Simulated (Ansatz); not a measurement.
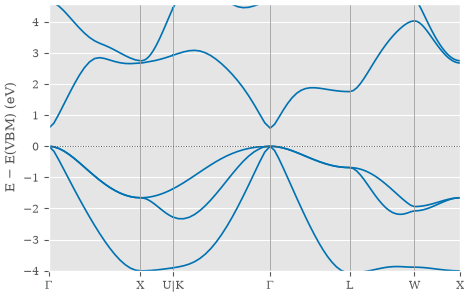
Figure. Band structure from the program Ansatz at the PBE level (PAW)

Problem. Read off the gap and where the band edges lie.

Solution. About 0.6 eV (0.58 eV by a search for the band edges); maximum at Γ, minimum at Γ.

The material is CdTe (zinc blende, F-43m).

Symmetry was held in the PBE relaxation. Spin–orbit coupling is left out wherever it is not named.

Potentials: the earlier of the program's two PAW sets.
